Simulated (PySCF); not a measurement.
# C₄H₈OSi₂: NMR shifts, electronic excitations and K edges in gas and solvents

Aim: compute the NMR shifts, electronic excitations and K edges of C₄H₈OSi₂ (`CC(=O)[SiH2]C#C[SiH3]`), and see what a dielectric continuum does where one was used.

The runs use PySCF 2.14.0, with density-fitted response routines of our own; the level of theory stands in each step. All values are computed, except where a source is named. Atoms are numbered from 0 throughout.

## (1) The starting structure

15 atoms, charge 0, multiplicity 1; geometry from: GFN2-xTB. The atoms were then displaced at random by about 0.01 Å, so the start is not that level's minimum.

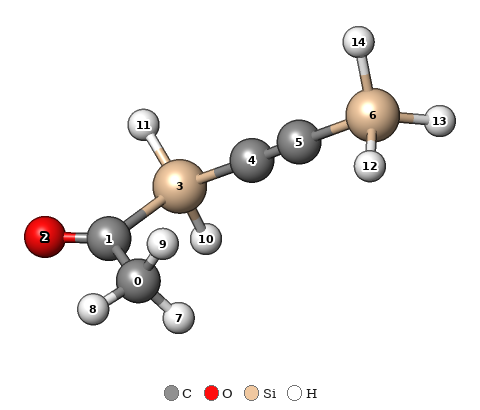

As it starts; carbon grey, oxygen red, silicon light orange, hydrogen white, atoms numbered; sticks join atoms by distance.

## (2) Optimising the geometry at PBE0-D3(BJ)/def2-SVP

The job: settings as JSON, then the geometry in Å.

```
{"job": {"xc": "PBE0", "basis": "def2-SVP", "d3": "d3bj", "grid": 1, "shake": 0.01, "kind": "geom"}, "charge": 0, "multiplicity": 1}
C     -2.122930    -0.803350     0.629250
C     -2.215000     0.721330     0.648550
O     -3.125600     1.321290     1.193610
Si    -0.782230     1.701230    -0.269890
C      0.711910     0.667940    -0.115650
C      1.707810    -0.000490     0.006460
Si     3.237100    -1.057350     0.172130
H     -2.068570    -1.111330    -0.412590
H     -3.010550    -1.214180     1.134850
H     -1.232410    -1.095650     1.136600
H     -1.204510     1.786550    -1.672340
H     -0.644760     3.009060     0.367170
H      2.764720    -2.429410     0.372490
H      3.980680    -0.928670    -1.060970
H      3.989000    -0.584360     1.323510
```

On the command line:

```
$ OMP_NUM_THREADS=1 python probes_run.py task.json out
```

The driver reads the jobs from task.json and runs them one after another.

Output:

```text
step   0  E = -810.51114414  max force = 0.040240
step   1  E = -810.51733278  max force = 0.003737
step   2  E = -810.51747638  max force = 0.001626
step   3  E = -810.51750214  max force = 0.002238
step   4  E = -810.51756091  max force = 0.000851
step   5  E = -810.51761385  max force = 0.000987
step   6  E = -810.51779015  max force = 0.002947
step   7  E = -810.51726140  max force = 0.008732
step   8  E = -810.51787521  max force = 0.004329
step   9  E = -810.51791888  max force = 0.000839
step  10  E = -810.51800688  max force = 0.001427
step  11  E = -810.51802266  max force = 0.000806
step  12  E = -810.51805138  max force = 0.000786
step  13  E = -810.51805644  max force = 0.000810
step  14  E = -810.51806327  max force = 0.000516
step  15  E = -810.51806514  max force = 0.000522
step  16  E = -810.51806757  max force = 0.000599
step  17  E = -810.51807085  max force = 0.000504
step  18  E = -810.51807476  max force = 0.000341
optimisation converged
```

Run time: 1.9 min. Hardware: 1 thread of AMD EPYC 9R14, shared host; peak memory 0.57 GiB.

Step by step: (the energy doesn't fall at every step)

```csv
step,energy from step 0 (eV),largest force component (eV/Å)
0,0.0000,2.0692
1,-0.1684,0.1922
2,-0.1723,0.0836
3,-0.1730,0.1151
4,-0.1746,0.0438
5,-0.1760,0.0508
6,-0.1808,0.1515
7,-0.1665,0.4490
8,-0.1832,0.2226
9,-0.1844,0.0431
10,-0.1867,0.0734
11,-0.1872,0.0414
12,-0.1880,0.0404
13,-0.1881,0.0417
14,-0.1883,0.0265
15,-0.1883,0.0268
16,-0.1884,0.0308
17,-0.1885,0.0259
18,-0.1886,0.0175
```

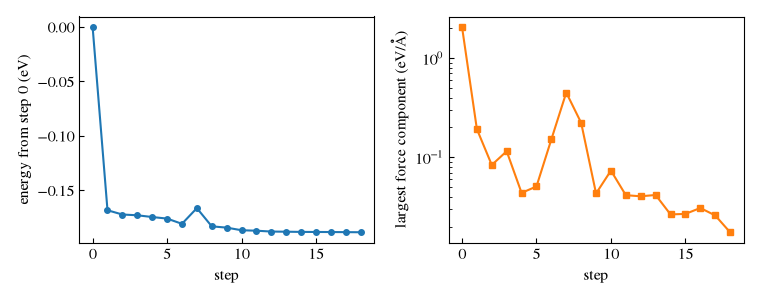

Energy and force, step by step.

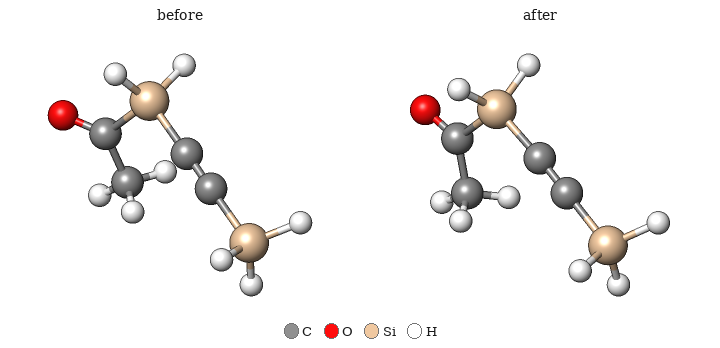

Before and after, at one scale.

Close pairs (by a distance rule), those that changed most:

```csv
bond,before (Å),after (Å),change (Å)
Si6–H13,1.446,1.491,+0.045
Si6–H14,1.454,1.491,+0.037
C0–H9,1.066,1.102,+0.037
C5–Si6,1.866,1.836,-0.030
Si3–H11,1.461,1.489,+0.028
Si6–H12,1.465,1.492,+0.027
C0–C1,1.528,1.501,-0.027
Si3–H10,1.467,1.490,+0.023
```

The end geometry stands in the next job.

```csv
at the end point,value
point group (found at 0.08 Å tolerance),C1
"rotational constants (GHz, main isotopes)","4.195, 0.639, 0.565"
dipole moment (D),2.51
```

## (3) NMR shieldings: PBE0/pcSseg-1 in acetone

The job: settings as JSON, then the geometry in Å.

```
{"job": {"kind": "nmr", "xc": "PBE0", "basis": "pcSseg-1", "solvent": "acetone", "pop": true}, "charge": 0, "multiplicity": 1}
C     -2.140380    -0.751407     0.930606
C     -2.283457     0.696781     0.563505
O     -3.314720     1.314410     0.697994
Si    -0.794952     1.697402    -0.183371
C      0.744130     0.696878    -0.188544
C      1.735825    -0.021716    -0.146166
Si     3.217079    -1.105863    -0.094071
H     -1.816042    -1.329318     0.049501
H     -3.092226    -1.142184     1.316354
H     -1.342668    -0.867225     1.682601
H     -1.159206     2.073669    -1.578752
H     -0.603993     2.920945     0.643321
H      2.778073    -2.531334    -0.114962
H      4.075874    -0.829882    -1.281082
H      3.982221    -0.837889     1.157426
```

Level: GIAO PBE0/pcSseg-1 NMR shielding, non-relativistic, IEF-PCM acetone.

Output:

```text
coarse grid: 13640 points
cycle   1  E = -810.6477670644  dE =  5.305e-01  |g| = 7.759e-01  |ddm| = 3.578e+00
cycle   2  E = -810.3445914308  dE =  3.032e-01  |g| = 1.468e+00  |ddm| = 1.654e+00
cycle   3  E = -810.7639667901  dE = -4.194e-01  |g| = 1.695e-01  |ddm| = 1.189e+00
cycle   4  E = -810.7700666492  dE = -6.100e-03  |g| = 5.673e-02  |ddm| = 1.775e-01
cycle   5  E = -810.7706026501  dE = -5.360e-04  |g| = 3.409e-02  |ddm| = 6.042e-02
cycle   6  E = -810.7708862071  dE = -2.836e-04  |g| = 5.431e-03  |ddm| = 2.453e-02
cycle   7  E = -810.7708935899  dE = -7.383e-06  |g| = 1.266e-03  |ddm| = 5.029e-03
final grid: 122872 points
cycle   8  E = -810.8235676014  dE = -6.972e-06  |g| = 1.120e-02  |ddm| = 2.979e-02
cycle   9  E = -810.8235076345  dE =  5.997e-05  |g| = 2.121e-02  |ddm| = 2.106e-02
cycle  10  E = -810.8235914594  dE = -8.382e-05  |g| = 1.536e-03  |ddm| = 1.362e-02
cycle  11  E = -810.8235919905  dE = -5.311e-07  |g| = 2.533e-04  |ddm| = 1.243e-03
cycle  12  E = -810.8235919939  dE = -3.382e-09  |g| = 2.176e-04  |ddm| = 3.016e-04
cycle  13  E = -810.8235920059  dE = -1.202e-08  |g| = 2.657e-05  |ddm| = 1.582e-04
cycle  14  E = -810.8235920061  dE = -1.623e-10  |g| = 6.884e-06  |ddm| = 3.258e-05
converged SCF energy = -810.8235920061

GIAO shielding tensors (ppm)
atom      isotropic    diamagn.    paramagn.     s11        s22        s33       span
  0 C      142.237     251.050    -108.813    106.344    134.360    186.006     79.662
  1 C      -60.321     255.772    -316.093   -162.435   -113.413     94.884    257.319
  2 O     -455.031     396.613    -851.644  -1238.987   -464.834    338.729   1577.716
  3 Si     445.412     882.576    -437.164    424.658    435.814    475.765     51.108
  4 C       67.019     265.713    -198.694    -33.062    -27.721    261.839    294.901
  5 C       68.256     263.415    -195.158    -28.141    -26.451    259.361    287.502
  6 Si     447.811     881.294    -433.484    441.593    442.164    459.674     18.081
  7 H       28.144      31.571      -3.427     25.096     29.175     30.161      5.065
  8 H       29.039      28.040       0.998     26.339     27.077     33.700      7.362
  9 H       28.090      31.333      -3.243     24.872     29.265     30.134      5.262
 10 H       27.048      28.730      -1.682     23.655     25.966     31.523      7.868
 11 H       27.100      28.485      -1.385     23.549     26.077     31.674      8.125
 12 H       26.930      28.885      -1.955     23.565     25.624     31.602      8.037
 13 H       27.002      27.517      -0.516     23.648     25.392     31.965      8.317
 14 H       26.989      27.800      -0.810     23.691     25.414     31.864      8.173
```

Run time: 16 s. Hardware: 1 thread of AMD EPYC 9R14, shared host; peak memory 0.92 GiB.

Shifts follow as δ = σ(reference) − σ, with reference shieldings (ppm) from runs at the same level and on the same kind of geometry: 1H TMS 31.24, 13C TMS 185.4, 29Si TMS 351.8, 17O H2O 342.8. The references are single molecules in the same continuum, so shifts against H2O, NH3, PH3, H3PO4 or CFCl3 are not on the usual liquid scales and can be off by tens of ppm. Atoms listed in one row are averaged.

```csv
atoms,environment,σ (ppm),δ (ppm)
C1,carbonyl carbon,-60.3,245.8
C4,alkyne carbon,67.0,118.4
C5,alkyne carbon,68.3,117.2
C0,methyl carbon α to a carbonyl,142.2,43.2
"H12, H13, H14",hydrogen on a silicon bonded to C,26.97,4.27
"H10, H11",hydrogen on a silicon bonded to 2 C,27.07,4.17
"H7, H8, H9",hydrogen on a methyl carbon α to a carbonyl,28.42,2.82
O2,carbonyl oxygen,-455.0,797.8
Si3,"silicon bonded to 2 C, 2 H",445.4,-93.6
Si6,"silicon bonded to C, 3 H",447.8,-96.0
```

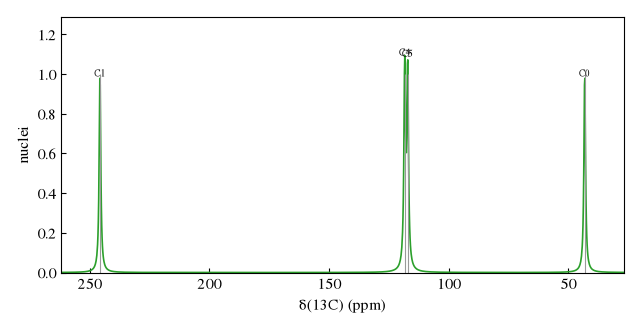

13C lines at the computed shifts, without couplings. Lines are broadened to a width of 0.81 ppm (Lorentzian).

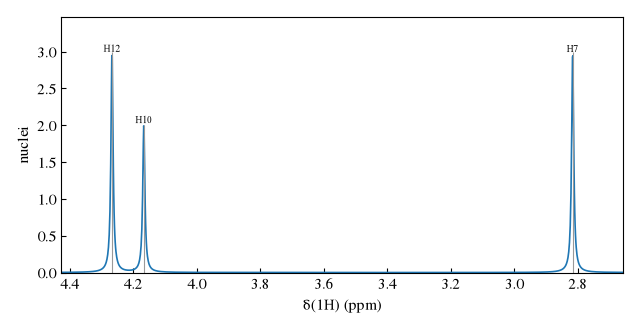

1H lines at the computed shifts, without couplings. Lines are broadened to a width of 0.01 ppm (Lorentzian).

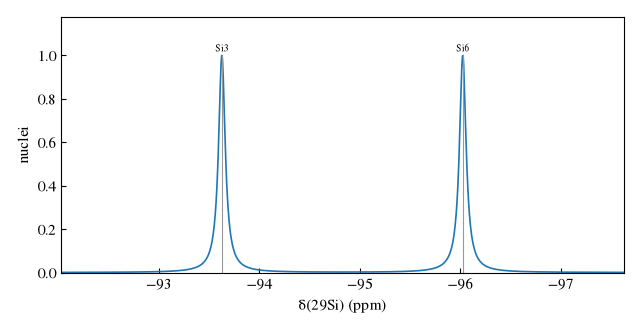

29Si lines at the computed shifts, without couplings. Lines are broadened to a width of 0.08 ppm (Lorentzian).

Charges from the same density, by scheme (e):

```csv
atoms,Mulliken,IAO,Hirshfeld,ESP fit
C0,-0.28,-0.47,-0.12,-0.49
C1,-0.03,0.18,0.10,0.57
O2,-0.39,-0.42,-0.26,-0.53
Si3,0.65,0.69,0.35,0.22
C4,-0.30,-0.33,-0.15,-0.13
C5,-0.30,-0.31,-0.14,-0.26
Si6,0.52,0.62,0.34,0.44
```

Mulliken charges:

C0 -0.28; C1 -0.03; O2 -0.39; Si3 0.65; C4 -0.30; C5 -0.30; Si6 0.52; H7 0.16; H8 0.14; H9 0.16; H10 -0.05; H11 -0.06; H12 -0.07; H13 -0.07; H14 -0.07

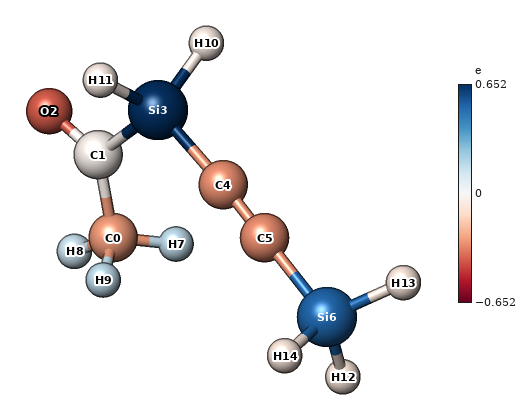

Mulliken charges, as colours on the atoms.

Mayer bond orders: C0–C1 1.00, C1–O2 1.90, C1–Si3 0.81, Si3–C4 0.95, C4–C5 2.46, C5–Si6 0.96.

## (4) Shielding tensors: PBE0/pcSseg-1 in dichloromethane

The job, as its differences from that of step 3:

```diff
@@ -1,2 +1,2 @@
-{"job": {"kind": "nmr", "xc": "PBE0", "basis": "pcSseg-1", "solvent": "acetone", "pop": true}, "charge": 0, "multiplicity": 1}
+{"job": {"kind": "nmr", "xc": "PBE0", "basis": "pcSseg-1", "solvent": "dichloromethane", "pop": false}, "charge": 0, "multiplicity": 1}
 C     -2.140380    -0.751407     0.930606
```

With the program's defaults for keys left out, this is: GIAO PBE0/pcSseg-1 NMR shielding, non-relativistic, IEF-PCM dichloromethane.

Output:

```text
coarse grid: 13640 points
cycle   1  E = -810.6460758013  dE =  5.321e-01  |g| = 7.778e-01  |ddm| = 3.578e+00
cycle   2  E = -810.3324195652  dE =  3.137e-01  |g| = 1.486e+00  |ddm| = 1.689e+00
cycle   3  E = -810.7630163024  dE = -4.306e-01  |g| = 1.721e-01  |ddm| = 1.221e+00
cycle   4  E = -810.7693065982  dE = -6.290e-03  |g| = 5.866e-02  |ddm| = 1.830e-01
cycle   5  E = -810.7698722507  dE = -5.657e-04  |g| = 3.569e-02  |ddm| = 6.267e-02
cycle   6  E = -810.7701836920  dE = -3.114e-04  |g| = 5.546e-03  |ddm| = 2.563e-02
cycle   7  E = -810.7701913791  dE = -7.687e-06  |g| = 1.306e-03  |ddm| = 5.180e-03
final grid: 122872 points
cycle   8  E = -810.8228650464  dE = -6.563e-06  |g| = 1.131e-02  |ddm| = 2.979e-02
cycle   9  E = -810.8228024584  dE =  6.259e-05  |g| = 2.158e-02  |ddm| = 2.150e-02
cycle  10  E = -810.8228893682  dE = -8.691e-05  |g| = 1.555e-03  |ddm| = 1.398e-02
cycle  11  E = -810.8228899126  dE = -5.444e-07  |g| = 2.641e-04  |ddm| = 1.267e-03
cycle  12  E = -810.8228899166  dE = -3.917e-09  |g| = 2.253e-04  |ddm| = 3.130e-04
cycle  13  E = -810.8228899295  dE = -1.293e-08  |g| = 2.626e-05  |ddm| = 1.635e-04
cycle  14  E = -810.8228899296  dE = -1.487e-10  |g| = 7.039e-06  |ddm| = 3.264e-05
converged SCF energy = -810.8228899296

GIAO shielding tensors (ppm)
atom      isotropic    diamagn.    paramagn.     s11        s22        s33       span
  0 C      142.326     251.077    -108.752    106.681    134.417    185.879     79.198
  1 C      -59.582     255.727    -315.309   -160.164   -113.422     94.840    255.005
  2 O     -460.905     396.370    -857.275  -1251.690   -469.561    338.538   1590.228
  3 Si     445.654     882.570    -436.916    424.832    436.031    476.099     51.267
  4 C       66.965     265.745    -198.781    -33.135    -27.768    261.797    294.933
  5 C       68.375     263.410    -195.035    -27.935    -26.199    259.259    287.194
  6 Si     447.836     881.298    -433.462    441.539    442.178    459.791     18.252
  7 H       28.180      31.605      -3.425     25.142     29.217     30.181      5.039
  8 H       29.036      28.056       0.980     26.344     27.071     33.694      7.350
  9 H       28.123      31.366      -3.242     24.914     29.305     30.151      5.237
 10 H       27.052      28.741      -1.690     23.662     25.967     31.526      7.864
 11 H       27.100      28.493      -1.393     23.551     26.074     31.675      8.124
 12 H       26.938      28.899      -1.960     23.576     25.633     31.607      8.031
 13 H       27.002      27.523      -0.521     23.649     25.391     31.965      8.316
 14 H       26.992      27.807      -0.815     23.695     25.416     31.865      8.169
```

It took 14 s on 1 thread of AMD EPYC 9R14, shared host; peak memory 0.93 GiB.

In short: δ C1 244.9, C4 118.4, C5 116.9, C0 43.0, H12 4.27, H10 4.17 ppm (means over like atoms).

## (5) Excited states and response: B3LYP/def2-SVPD

The job, as its differences from that of step 4:

```diff
@@ -1,2 +1,2 @@
-{"job": {"kind": "nmr", "xc": "PBE0", "basis": "pcSseg-1", "solvent": "dichloromethane", "pop": false}, "charge": 0, "multiplicity": 1}
+{"job": {"kind": "uv", "xc": "B3LYP", "basis": "def2-SVPD", "dynamic": true, "nstates": 6, "ntriplets": 0}, "charge": 0, "multiplicity": 1}
 C     -2.140380    -0.751407     0.930606
```

Method: TDDFT B3LYP/def2-SVPD, vertical, gas phase, core orbitals frozen in the response.

Output:

```text
coarse grid: 13640 points
cycle   1  E = -810.8181653697  dE =  5.016e-01  |g| = 8.213e-01  |ddm| = 7.514e+00
cycle   2  E = -810.1840347191  dE =  6.341e-01  |g| = 1.909e+00  |ddm| = 3.528e+00
cycle   3  E = -810.9522623441  dE = -7.682e-01  |g| = 2.344e-01  |ddm| = 2.723e+00
cycle   4  E = -810.9643687925  dE = -1.211e-02  |g| = 9.961e-02  |ddm| = 4.658e-01
cycle   5  E = -810.9660643437  dE = -1.696e-03  |g| = 6.258e-02  |ddm| = 1.852e-01
cycle   6  E = -810.9670540556  dE = -9.897e-04  |g| = 9.202e-03  |ddm| = 8.514e-02
cycle   7  E = -810.9670766976  dE = -2.264e-05  |g| = 2.034e-03  |ddm| = 1.874e-02
cycle   8  E = -810.9670777691  dE = -1.071e-06  |g| = 7.716e-04  |ddm| = 5.699e-03
final grid: 122872 points
cycle   9  E = -811.0914726920  dE = -2.020e-05  |g| = 4.453e-03  |ddm| = 1.185e-01
cycle  10  E = -811.0914621925  dE =  1.050e-05  |g| = 8.396e-03  |ddm| = 1.447e-02
cycle  11  E = -811.0914769051  dE = -1.471e-05  |g| = 1.600e-03  |ddm| = 8.886e-03
cycle  12  E = -811.0914774472  dE = -5.421e-07  |g| = 1.797e-04  |ddm| = 2.162e-03
cycle  13  E = -811.0914774451  dE =  2.144e-09  |g| = 2.057e-04  |ddm| = 5.158e-04
cycle  14  E = -811.0914774561  dE = -1.104e-08  |g| = 2.182e-05  |ddm| = 2.821e-04
cycle  15  E = -811.0914774563  dE = -1.387e-10  |g| = 5.484e-06  |ddm| = 7.289e-05
converged SCF energy = -811.0914774563

Static polarisability (au): isotropic 110.641, principal 79.915 99.057 152.950

Singlet excitations
state   eV       nm        f      main configurations
  1   3.5243    351.8   0.00110   H->L 0.93
  2   4.9916    248.4   0.00324   H->L+2 0.80
  3   5.0736    244.4   0.12020   H->L+1 0.85
  4   5.4881    225.9   0.00366   H-1->L+1 0.79, H-1->L 0.09
  5   5.5941    221.6   0.04768   H-1->L 0.69, H-2->L+1 0.15, H-1->L+1 0.09
  6   5.6897    217.9   0.00007   H-2->L 0.75, H-2->L+2 0.10
```

Wall time 29 s (1 thread of AMD EPYC 9R14, shared host); peak memory 0.89 GiB.

Frontier orbitals and where they lie:

```csv
orbital,eV,atoms
HOMO−3,-9.89,"Si3 23 %, O2 15 %, H11 14 %"
HOMO−2,-8.37,"C4 37 %, C5 35 %, Si6 7 %"
HOMO−1,-8.11,"C5 37 %, C4 36 %, Si3 7 %"
HOMO,-6.84,"O2 49 %, C1 17 %, Si3 11 %"
LUMO,-1.73,"C1 33 %, O2 26 %, Si3 13 %"
LUMO+1,-1.13,"C4 28 %, C5 27 %, Si6 13 %"
LUMO+2,-0.88,"C5 25 %, C4 25 %, Si6 14 %"
```

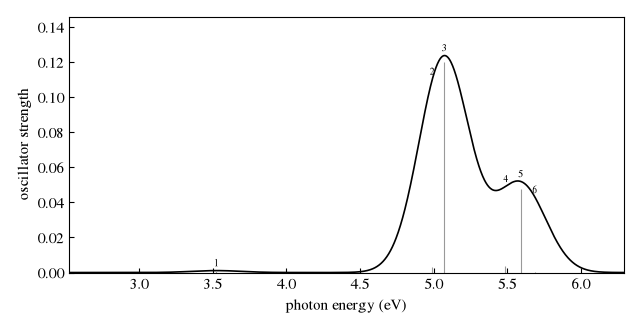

Absorption spectrum from the 6 singlet states computed; above the last one it falls off for lack of states. Lines are broadened to a width of 0.40 eV (Gaussian).

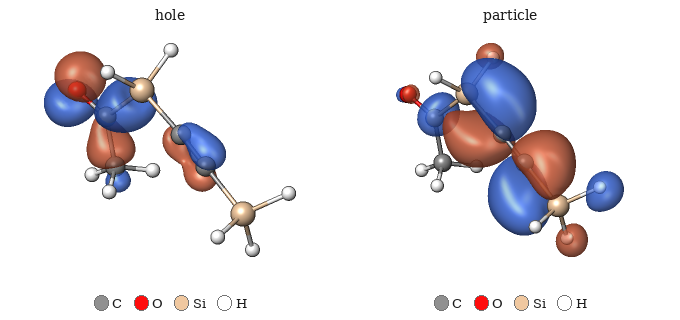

Leading natural transition orbitals of singlet state 3: the electron leaves the hole (left) for the particle orbital (right).

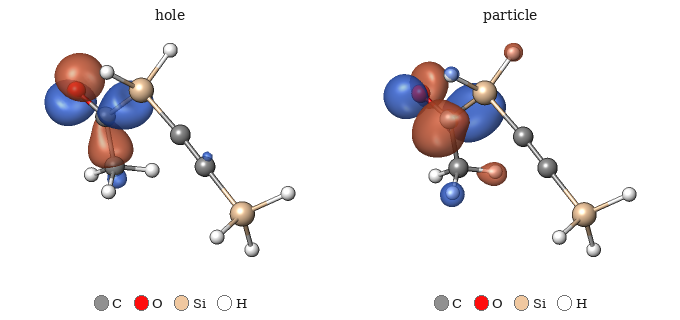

Leading natural transition orbitals of singlet state 1: the electron leaves the hole (left) for the particle orbital (right).

Ground-state properties from the same run:

```csv
property,computed
dipole moment (D),2.79
polarisability (Å³),16.40
HOMO–LUMO gap (eV),5.11
−ε(HOMO) (eV),6.84
C6 with itself (au),4056
```

The fields below are evaluated on a grid from the run's orbitals.

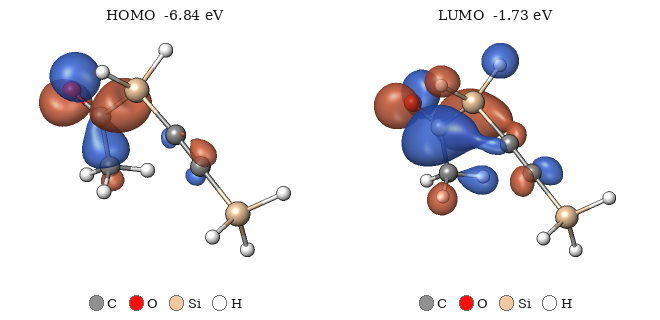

Frontier orbitals at B3LYP/def2-SVPD; each surface holds 70 % of the orbital's density, blue and red mark the sign.

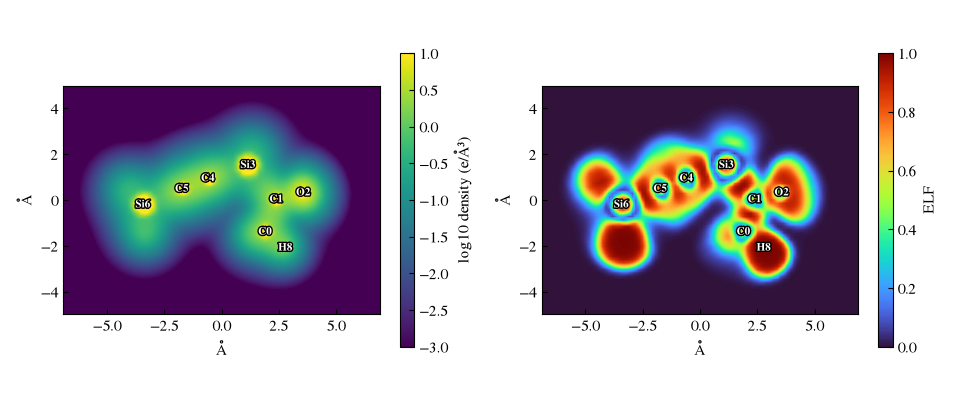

Density (left) and ELF (right) in a plane through or near 8 of the atoms.

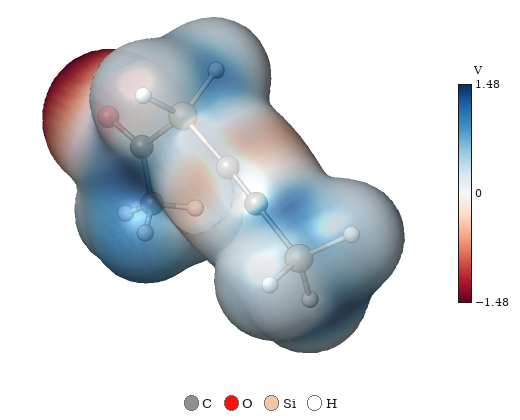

Electrostatic potential on the surface of density 0.002 e/bohr³; red is low, blue high. It runs from -1.48 V near O2 to 1.31 V near H7.

(Part 1 of 2 ends here.)
